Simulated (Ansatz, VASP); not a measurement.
## BN (Qingsongite) in two plane-wave programs

Wanted: the spread between two codes on one cell, functional and k mesh. Valence electrons are named where the data sets of a main pair hold unlike numbers.

Program: Ansatz 0.2.0. Level of theory: plane waves, with VASP 6.6.1 beside it; band structure at PBE. Results are calculated unless marked as measured.

### Step 1. Set-up

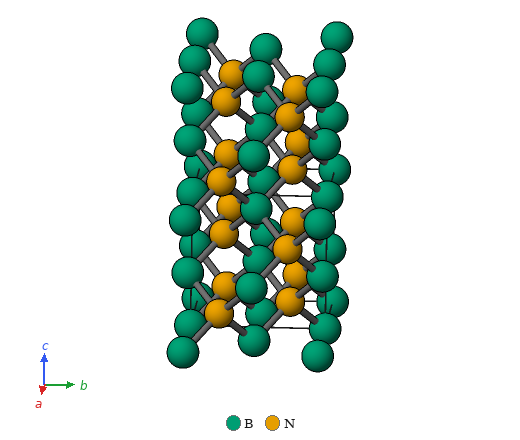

Start, viewed slightly off an axis; boron teal, nitrogen orange. 2×1×2 cells are drawn. This picture shows the conventional cell, with its axes. Bonds to atoms that aren't drawn are left out. Some periodic images of atoms are drawn too.

### Step 2. Ansatz: band structure, PBE

Ansatz runs on its default PAW (the set named soft_2) files.

The same path points are solved in both programs, so levels can be compared one by one.

input.yaml

```yaml
crystal:
  lattice:
    - [0.0, 1.8075, 1.8075]
    - [1.8075, 0.0, 1.8075]
    - [1.8075, 1.8075, 0.0]
  atoms:
    - { symbol: B, position: [0.0, 0.0, 0.0] }
    - { symbol: "N", position: [0.25, 0.25, 0.25] }
hamiltonian:
  xc: pbe
  pseudopotentials: { kind: paw }
kpoints:
  mp_grid: { grid: [8, 8, 8] }
  band_path:
    path:
      - [0.0, 0.0, 0.0]
      - [0.18182, 0.0, 0.18182]
      - [0.36364, 0.0, 0.36364]
      - [0.5, 0.0, 0.5]
      - [0.5, 0.09091, 0.59091]
      - [0.5, 0.18182, 0.68182]
      - [0.5, 0.25, 0.75]
      - [0.45455, 0.29545, 0.75]
      - [0.40909, 0.34091, 0.75]
      - [0.375, 0.375, 0.75]
      - [0.20455, 0.20455, 0.40909]
      - [0.06818, 0.06818, 0.13636]
      - [0.04545, 0.04545, 0.04545]
      - [0.22727, 0.22727, 0.22727]
      - [0.40909, 0.40909, 0.40909]
      - [0.51136, 0.47727, 0.51136]
      - [0.55682, 0.38636, 0.55682]
      - [0.60227, 0.29545, 0.60227]
      - [0.61364, 0.25, 0.63636]
      - [0.56818, 0.25, 0.68182]
      - [0.51136, 0.25, 0.73864]
      - [0.5, 0.29545, 0.70455]
      - [0.5, 0.38636, 0.61364]
      - [0.5, 0.47727, 0.52273]
      - [0.47727, 0.47727, 0.54545]
      - [0.43182, 0.43182, 0.63636]
      - [0.38636, 0.38636, 0.72727]
      - [0.60227, 0.20455, 0.60227]
      - [0.55682, 0.11364, 0.55682]
      - [0.5, 0.0, 0.5]
    npoints: 1
scf:
  occupations: { method: gaussian, width: 0.01 }
  n_extra_bands: 7
output:
  forces: true
  stress: true
  eigenvalues: true
  write_density: true
  write_potential: true
  elf: true
  volumetric_format: npy
```

Started as:

```console
$ ansatz run input.yaml --threads 2 --pin off --max-ram 4608MiB --backend cpu --events-out ev --progress --plain --runs-dir out
```

Numbers of over 12 decimals in the logs are rounded to 6 here.

The log of the run:

```text
scf.n_extra_bands = 7 over 4 filled bands (N_el = 8.0): the run solves 11 bands
Engine: ansatz 0.2.0, aarch64-unknown-linux-gnu
Pseudopotentials: kind: paw
Pseudopotential: B, paw, valence charge 3, recommended cutoff 420 eV (normal), B.paw.azcp
Pseudopotential: N, paw, valence charge 5, recommended cutoff 420 eV (normal), N.paw.azcp
Functional definition: PBE
  parameter kappa = 0.804
  parameter beta = 0.066725
  exchange = pbe_x(kappa = kappa, mu = beta*pi^2/3)
  correlation = pbe_c(beta = beta)
Crystal: 2 atoms, lattice volume = 11.810 Å³
Basis set: ecut = 420 eV, 259 PW (Γ), exchange–correlation on 36×36×36 points (8 copies of the dense FFT grid, shifted against one another)
Bands: 11, of which v1, the nominal top of the filled ones, is band 4 counted from 1 (3 counted from 0)
Symmetry: 24 space group operations
Space group: F-43m (ITA 216), of the structure as read, at distance tolerance 2.3e-5 Å
k-points: 29 of 512 (time reversal used)
Non-local potential: B, projectors of the file, l = 0: 2, l = 1: 2, l = 2: 1
Non-local potential: N, projectors of the file, l = 0: 2, l = 1: 2, l = 2: 1
PAW form: soft (Blöchl's): semilocal exchange-correlation on the pseudo side does not see the compensation charge
PAW one-centre angular grid: B, 110 points (default); XC on 64 Gauss nodes
PAW one-centre angular grid: N, 110 points (default); XC on 64 Gauss nodes
Initial density: superposition of atomic densities (neutral atoms: chi_scale 0, normalization atom), corrected by the library's trained network
Initial wavefunctions: pseudopotential atomic-orbital guess
Functional: x = pbe(κ = 0.804, μ = 0.219515), c = pbe(β = 0.066725)
SCF iter   1: F=—  HF=-542.274421 eV  |F-HF|=—  |Δ(HF+E_count)|=         —  Δρ=1.56e-3  dr2=1.47e-4  ethr=1.77e-3  ⟨swp⟩=5.2  Hψ=1781  notcnv=0
preconditioner: auto → none  [insulator: Δε(μ)=4.474 eV  Ē_g=25.336 eV  σ=0.010 eV  W_gap=1.00  n_scr=0 (ndim 8)  ℏωp=30.6 eV  f_vac=0.000  D(μ)=0.00/eV (n_scr^D=0)  ε∞_Penn≈2.5]
SCF iter   2: F=—  HF=-542.274559 eV  |F-HF|=—  |Δ(HF+E_count)|=   1.38e-4  Δρ=7.96e-4  dr2=3.37e-5  ethr=1.84e-6  ⟨swp⟩=2.2  Hψ=787  notcnv=0  defer=70
SCF iter   3: F=—  HF=-542.274620 eV  |F-HF|=—  |Δ(HF+E_count)|=   6.10e-5  Δρ=7.02e-5  dr2=2.28e-7  ethr=4.21e-7  ⟨swp⟩=2.1  Hψ=453  notcnv=0  defer=70
iter 4 did not close the SCF: its close was put off for the readings that it lacked (scf_convergence_deferred on its scf_iter line)
SCF iter   4: F=-542.274620 eV  HF=-542.274620 eV  |F-HF|=8.79e-9  |Δ(HF+E_count)|=   2.01e-7  Δρ=2.09e-5  dr2=1.27e-8  ethr=2.85e-9  ⟨swp⟩=2.8  Hψ=371  notcnv=0  defer=70
iter 5 did not close the SCF: its close was put off for the readings that it lacked (scf_convergence_deferred on its scf_iter line)
SCF iter   5: F=-542.274620 eV  HF=-542.274620 eV  |F-HF|=8.25e-11  |Δ(HF+E_count)|=   1.09e-8  Δρ=2.41e-6  dr2=2.34e-10  ethr=1.59e-10  ⟨swp⟩=2.6  Hψ=353  notcnv=0  defer=70
SCF iter   6: F=-542.274620 eV  HF=-542.274620 eV  |F-HF|=2.27e-12  |Δ(HF+E_count)|=  3.91e-11  Δρ=4.07e-7  dr2=7.26e-12  ethr=2.93e-12  ⟨swp⟩=7.0  Hψ=1542  notcnv=0
SCF 1 converged in 6 iterations: F = -542.274620 eV  dr2 = 7.26e-12
  greatest PAW one-centre occupation: 0.787 electrons in one spin orbital (limit 2), on the N atom at site 1 (counted from 0), in its partial waves of l = 0
NSCF: frozen V_eff on 30 k-points
SCF converged after 6 iterations
Free energy (F): -542.274620 eV
Harris-Foulkes:  -542.274620 eV  (|F-HF|=2.27e-12)
Internal energy: -542.274620 eV  (E = F + TS)
E sigma→0 (E₀):  -542.274620 eV
Fermi energy:    13.415578 eV
--- Per-component energies (eV) ---
  E_band       = 26.444674
  E_kinetic    = 185.620796
  E_local      = -175.303224  (includes V_loc(G=0)·N_el)
  E_nonlocal   = 56.582492
  E_hartree    = 49.109863
  E_xc         = -93.447717
  E_vxc        = -116.231841  (∫ρ·V_xc dr)
  E_paw        = -206.452284  (= ΣΔE_a)
  E_vpaw       = -22.443384  (= ΣTr[D̂ρ^β])
  E_aug_tail   = 0.000103  (compensation charges beyond the density's cutoff)
  E_ewald      = -358.384650
  E_smearing   = -0.000000  (= −TS)
  E_closure    = -0.000000  (closes the sum)
  Σ components = -542.274620   (vs F -542.274620, Δ=0.00e0)
--- Forces (eV/Å), atoms counted from 1 ---
  atom   1  B      0.00000000    -0.00000000     0.00000000
  atom   2  N     -0.00000000    -0.00000000    -0.00000000
  max |Σ_I F_I| component: 6.20e-16 eV/Å
--- Stress (GPa, compression-positive) ---
        3.018916      -0.000000      -0.000000
       -0.000000       3.018916       0.000000
       -0.000000       0.000000       3.018916
  P = ⅓ Tr σ = 3.0189 GPa (30.189 kbar)
--- Band table (eV; the first three rows and the last of 29) ---
  k-point 0: bands = [-9.0520, 11.1798, 11.1798, 11.1798, 20.0105, 20.0105, 20.0105, 21.5015, ... 3 higher]
  k-point 1: bands = [-8.6728, 9.3062, 10.8010, 10.8010, 20.3709, 20.5804, 20.5804, 22.6938, ... 3 higher]
  k-point 2: bands = [-7.5727, 5.7033, 10.0529, 10.0529, 20.8216, 21.5284, 21.5284, 24.7402, ... 3 higher]
  k-point 28: bands = [-3.1564, 3.5934, 4.2166, 4.6776, 20.7854, 24.4752, 25.6910, 25.8380, ... 3 higher]
```

Elapsed: 0.44 s, on 2 threads of Arm Neoverse V2, shared host; peak memory 0.24 GiB.

### Step 3. VASP: band structure, PBE

The same cell, functional, mesh and smearing now go to VASP, with its own data sets.

Lines of VASP's logs that name or quote its potential files are left out, and so is its time.

INCAR

```
SYSTEM = BN
PREC = Accurate
ENCUT = 450
EDIFF = 1E-08
NELM = 100
ISMEAR = 0
SIGMA = 0.01
LREAL = .FALSE.
ALGO = Normal
GGA = PE
NBANDS = 10
LORBIT = 11
LWAVE = .TRUE.
LCHARG = .FALSE.
KPAR = 8
```

POSCAR

```
BN
1.0
    0.0000000000      1.8075000000      1.8075000000
    1.8075000000      0.0000000000      1.8075000000
    1.8075000000      1.8075000000      0.0000000000
B N
1 1
Direct
    0.0000000000      0.0000000000      0.0000000000
    0.2500000000      0.2500000000      0.2500000000
```

KPOINTS

```
Automatic mesh
0
Gamma
8 8 8
0 0 0
```

KPOINTS_OPT

```
Line mode
12
Line-mode
Reciprocal
  0.00000000   0.00000000   0.00000000 GAMMA
  0.50000000   0.00000000   0.50000000 X

  0.50000000   0.00000000   0.50000000 X
  0.50000000   0.25000000   0.75000000 W

  0.50000000   0.25000000   0.75000000 W
  0.37500000   0.37500000   0.75000000 K

  0.37500000   0.37500000   0.75000000 K
  0.00000000   0.00000000   0.00000000 GAMMA

  0.00000000   0.00000000   0.00000000 GAMMA
  0.50000000   0.50000000   0.50000000 L

  0.50000000   0.50000000   0.50000000 L
  0.62500000   0.25000000   0.62500000 U

  0.62500000   0.25000000   0.62500000 U
  0.50000000   0.25000000   0.75000000 W

  0.50000000   0.25000000   0.75000000 W
  0.50000000   0.50000000   0.50000000 L

  0.50000000   0.50000000   0.50000000 L
  0.37500000   0.37500000   0.75000000 K

  0.62500000   0.25000000   0.62500000 U
  0.50000000   0.00000000   0.50000000 X
```

Potentials, in the order of the species: B_GW and N_GW (PBE family, release 64).

Started as:

```console
$ mpirun -np 8 vasp_std
```

The log of the run:

```text
[banner, memory and clock lines left out]
running    8 mpi-ranks, on    1 nodes
 distrk:  each k-point on    1 cores,    8 groups
 distr:  one band on    1 cores,    1 groups

 POSCAR found type information on POSCAR B N
 POSCAR found :  2 types and       2 ions
|                                                                             |
|           W    W    AA    RRRRR   N    N  II  N    N   GGGG   !!!           |
|           W    W   A  A   R    R  NN   N  II  NN   N  G    G  !!!           |
|           W    W  A    A  R    R  N N  N  II  N N  N  G       !!!           |
|           W WW W  AAAAAA  RRRRR   N  N N  II  N  N N  G  GGG   !            |
|           WW  WW  A    A  R   R   N   NN  II  N   NN  G    G                |
|           W    W  A    A  R    R  N    N  II  N    N   GGGG   !!!           |
|                                                                             |
|     For optimal performance we recommend to set                             |
|       NCORE = 2 up to number-of-cores-per-socket                            |
|     NCORE specifies how many cores store one orbital (NPAR=cpu/NCORE).      |
|     This setting can greatly improve the performance of VASP for DFT.       |
|     The default, NCORE=1 might be grossly inefficient on modern             |
|     multi-core architectures or massively parallel machines. Do your        |
|     Unfortunately you need to use the default for GW and RPA                |
|     calculations (for HF NCORE is supported but not extensively tested      |
|     yet).                                                                   |
|                                                                             |

 LDA part: xc-table for (Slater+PW92), standard interpolation
 POSCAR, INCAR and KPOINTS ok, starting setup
 FFT: planning ... GRIDC
 FFT: planning ... GRID_SOFT
 FFT: planning ... GRID
 WAVECAR not read
 entering main loop
       N       E                     dE             d eps       ncg     rms          rms(c)
DAV:   1     0.240472994396E+02    0.24047E+02   -0.48013E+03   604   0.793E+02
DAV:   2    -0.174841345367E+02   -0.41531E+02   -0.38799E+02   704   0.231E+02
DAV:   3    -0.183794489161E+02   -0.89531E+00   -0.89339E+00   732   0.294E+01
DAV:   4    -0.183832706787E+02   -0.38218E-02   -0.38195E-02   694   0.198E+00
DAV:   5    -0.183832940523E+02   -0.23374E-04   -0.23373E-04   718   0.151E-01    0.604E+00
DAV:   6    -0.175381292070E+02    0.84516E+00   -0.28546E+00   820   0.142E+01    0.229E+00
DAV:   7    -0.174606414964E+02    0.77488E-01   -0.86852E-02   814   0.307E+00    0.118E+00
DAV:   8    -0.174464863594E+02    0.14155E-01   -0.38517E-02   840   0.197E+00    0.142E-01
DAV:   9    -0.174469016955E+02   -0.41534E-03   -0.10517E-03   650   0.311E-01    0.380E-02
DAV:  10    -0.174469029764E+02   -0.12810E-05   -0.87372E-05   694   0.102E-01    0.935E-03
DAV:  11    -0.174469074588E+02   -0.44824E-05   -0.70625E-06   674   0.258E-02    0.371E-03
DAV:  12    -0.174469073136E+02    0.14523E-06   -0.84899E-07   766   0.958E-03    0.462E-04
DAV:  13    -0.174469073643E+02   -0.50634E-07   -0.27022E-08   676   0.157E-03    0.739E-05
DAV:  14    -0.174469073773E+02   -0.13088E-07   -0.88589E-10   404   0.309E-04    0.308E-05
DAV:  15    -0.174469073762E+02    0.10971E-08   -0.79323E-11   372   0.140E-04
   1 F= -.17446907E+02 E0= -.17446907E+02  d E =-.151051E-66
 Start KPOINTS_OPT (optional k-point list driver)
k-point batch [1-29\120]
       N       E                     dE             ncg
DAV:   1     0.111854749540E+04   -0.94377E+04      580
DAV:   2    -0.862250661748E+02   -0.12048E+04      716
DAV:   3    -0.108381757661E+03   -0.22157E+02      758
DAV:   4    -0.108453212739E+03   -0.71455E-01      664
DAV:   5    -0.108453647301E+03   -0.43456E-03      744
DAV:   6    -0.108453650203E+03   -0.29028E-05      694
DAV:   7    -0.108453650231E+03   -0.27286E-07      754
DAV:   8    -0.108453650231E+03   -0.76354E-09      634
[...]
k-point batch [117-120\120]
       N       E                     dE             ncg
DAV:   1     0.982305372441E+04   -0.15464E+04       80
DAV:   2     0.966050037221E+04   -0.16255E+03      110
DAV:   3     0.965783011204E+04   -0.26703E+01       98
DAV:   4     0.965782072905E+04   -0.93830E-02       90
DAV:   5     0.965782066203E+04   -0.67021E-04      116
DAV:   6     0.965782066182E+04   -0.21512E-06       84
DAV:   7     0.965782066181E+04   -0.23792E-08      118
 writing wavefunctions
```

OUTCAR, selected parts (step 3):

```text
ion  position               nearest neighbor table
   1  0.000  0.000  0.000-   2 1.57   2 1.57   2 1.57   2 1.57
   2  0.250  0.250  0.250-   1 1.57   1 1.57   1 1.57   1 1.57

  LATTYP: Found a face centered cubic cell.
 ALAT       =     3.6150000000

 Subroutine GETGRP returns: Found 24 space group operations
 (whereof 24 operations were pure point group operations)

The static configuration has the point symmetry T_d .

 Found     29 irreducible k-points:

   k-points           NKPTS =     29   k-points in BZ     NKDIM =     29   number of bands    NBANDS=     10

   dimension x,y,z NGX =    18 NGY =   18 NGZ =   18
   dimension x,y,z NGXF=    36 NGYF=   36 NGZF=   36

   ENCUT  =  450.0 eV  33.07 Ry    5.75 a.u.   4.42  4.42  4.42*2*pi/ulx,y,z

   NELECT =       8.0000    total number of electrons

 k-points in reciprocal lattice and weights: Automatic mesh
   0.00000000  0.00000000  0.00000000       0.002
   0.12500000  0.00000000  0.00000000       0.016
   0.25000000  0.00000000  0.00000000       0.016
   0.37500000  0.00000000  0.00000000       0.016
   0.50000000  0.00000000  0.00000000       0.008
   0.12500000  0.12500000  0.00000000       0.012
   0.25000000  0.12500000  0.00000000       0.047
   0.37500000  0.12500000  0.00000000       0.047
   0.50000000  0.12500000  0.00000000       0.047
[...]
-0.37500000  0.50000000  0.12500000       0.023
  -0.25000000  0.50000000  0.25000000       0.012

 average (electrostatic) potential at core
       1 -24.4181       2 -59.3488

 E-fermi :   7.5831

 k-point     1 :       0.0000    0.0000    0.0000
  band No.  band energies     occupation
      1     -12.7713      2.00000
      2       7.4633      2.00000
      3       7.4633      2.00000
      4       7.4633      2.00000
      5      16.2832      0.00000
      6      16.2832      0.00000
      7      16.2832      0.00000
      8      17.8049      0.00000
      9      32.2092      0.00000
    ...

 k-point     2 :       0.1250    0.0000    0.0000
  band No.  band energies     occupation
      1     -12.3931      2.00000
      2       5.5852      2.00000
      3       7.0805      2.00000
      4       7.0805      2.00000
      5      16.6509      0.00000
      6      16.8541      0.00000
      7      16.8541      0.00000
      8      18.9896      0.00000
      9      31.7648      0.00000
    ...

 k-point     3 :       0.2500    0.0000    0.0000
  band No.  band energies     occupation
      1     -11.2935      2.00000
      2       1.9847      2.00000
      3       6.3339      2.00000
      4       6.3339      2.00000
      5      17.1066      0.00000
      6      17.8045      0.00000
      7      17.8045      0.00000
      8      21.0348      0.00000
      9      30.9216      0.00000
    ...

  Total       -0.0477015     -0.0477015     -0.0477015      0.0000000      0.0000000      0.0000000
  in kB       -6.4710996     -6.4710996     -6.4710996      0.0000000      0.0000000      0.0000000
  external PRESSURE =      -6.4710996 kB  Pullay stress =       0.0000000 kB

  energy-cutoff  :      450.00
  volume of cell :       11.81
      direct lattice vectors                 reciprocal lattice vectors
     0.000000000  1.807500000  1.807500000    -0.276625173  0.276625173  0.276625173
     1.807500000  0.000000000  1.807500000     0.276625173 -0.276625173  0.276625173
     1.807500000  1.807500000  0.000000000     0.276625173  0.276625173 -0.276625173

 POSITION                                       TOTAL-FORCE (eV/Angst)
 -----------------------------------------------------------------------------------
      0.00000      0.00000      0.00000         0.000000      0.000000      0.000000
      0.90375      0.90375      0.90375        -0.000000     -0.000000     -0.000000
 -----------------------------------------------------------------------------------
    total drift:                                0.000001      0.000001      0.000001

  FREE ENERGIE OF THE ION-ELECTRON SYSTEM (eV)
  ---------------------------------------------------
  free  energy   TOTEN  =       -17.4469073762 eV

  energy  without entropy=      -17.4469073762  energy(sigma->0) =      -17.44690738

 total charge
# of ion       s       p       d       tot
------------------------------------------
    1        0.641   1.257   0.000   1.898
    2        1.177   2.687   0.000   3.864
--------------------------------------------------
tot          1.819   3.944   0.000   5.762

[... 3 further parts left out ...]
```

The run ends at a pressure of -0.65 GPa.

### Step 4. Comparison

Known differences besides the potentials themselves: the cutoff is 420 eV in Ansatz and 450 eV in VASP; VASP leaves aspherical gradient terms in its spheres out (LASPH is not set), Ansatz keeps them. Total energies have different zeros and are not compared.

Both answers:

```tsv
quantity	Ansatz	VASP	difference
gap over the path points (eV)	4.472	4.460	+0.012
```

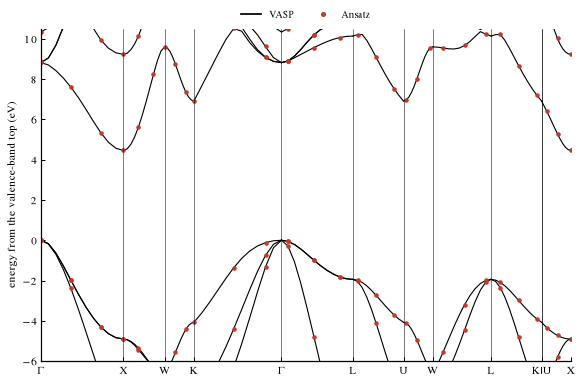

Bands from VASP (lines) and levels from Ansatz (dots). Dots without a line are higher empty bands that the VASP plot leaves out.

Levels at points of the path, from each program's valence-band top (eV; 3 filled, then empty):

```tsv
k (reciprocal lattice)	Ansatz	VASP
0.000 0.000 0.000	0.00 0.00 0.00 8.83 8.83 8.83	0.00 0.00 0.00 8.82 8.82 8.82
0.182 0.000 0.182	-2.39 -1.99 -1.99 7.61 11.69 11.69	-2.39 -1.99 -1.99 7.60 11.69 11.69
0.364 0.000 0.364	-6.80 -4.32 -4.32 5.34 9.95 16.24	-6.81 -4.31 -4.31 5.33 9.94 16.25
0.500 0.000 0.500	-8.92 -4.90 -4.90 4.47 9.25 17.92	-8.92 -4.91 -4.91 4.46 9.23 17.93
0.500 0.091 0.591	-8.69 -5.43 -5.36 5.63 10.16 17.01	-8.70 -5.43 -5.36 5.63 10.15 17.02
0.500 0.182 0.682	-8.06 -6.37 -6.26 8.24 12.47 14.63	-8.07 -6.37 -6.27 8.24 12.46 14.64
0.500 0.250 0.750	-7.59 -6.96 -6.50 9.61 13.29 14.51	-7.59 -6.96 -6.51 9.60 13.31 14.51
0.455 0.295 0.750	-7.85 -7.29 -5.57 8.76 13.21 14.24	-7.85 -7.30 -5.57 8.75 13.21 14.25
0.409 0.341 0.750	-8.07 -7.59 -4.42 7.35 12.94 15.28	-8.08 -7.60 -4.42 7.34 12.94 15.29
0.375 0.375 0.750	-8.13 -7.66 -4.08 6.92 12.88 15.82	-8.13 -7.67 -4.08 6.91 12.87 15.83
```

Among the levels compared at these points, filled levels agree within 7 meV and empty ones within 17 meV. Not compared: the pressure (VASP's GW data sets at this cutoff don't carry it).

### Step 5. Other set-ups

Further runs change the set-up of one program: Ansatz's method, potentials or start, or VASP's data sets, cutoff or form of LDA. The table gives that difference for each run.

```tsv
run	gap over the path points (eV)
as above	0.012
Ansatz's all-electron LAPW method	0.0078
Ansatz's larger PAW set (cutoff 900 eV)	0.0072
norm-conserving potentials (cutoff 1240 eV)	0.0051
```

### Step 6. Outcome

```json
{"largest difference of a filled level at the path points (band structure, PBE)": "6.9 meV"}
```

**Reading.** The largest difference of a filled level at the path points is 6.9 meV (band structure, PBE), within the 80 meV picked in this series as the mark of a large difference. Band structure, PBE, Ansatz's all-electron LAPW method: the difference in gap over the path points goes from 0.012 to 0.0078 eV. Band structure, PBE, Ansatz's larger PAW set (cutoff 900 eV): the difference in gap over the path points goes from 0.012 to 0.0072 eV. Band structure, PBE, norm-conserving potentials (cutoff 1240 eV): the difference in gap over the path points goes from 0.012 to 0.0051 eV. How closely two codes agree says nothing of how well the functional describes the real material.

[Lines on the potential files, build, host, timing and source positions are cut from VASP's logs without a mark.]

[Logs are printed without paths, hosts, clocks, repeated set-up lines and the standing remarks that a program may print on its own settings, such as how far it seeks lower states.]

[Hosts, paths, dates, database ids (printed as entryN), source tags and the programs' standing remarks are cut or masked in the printed files.]
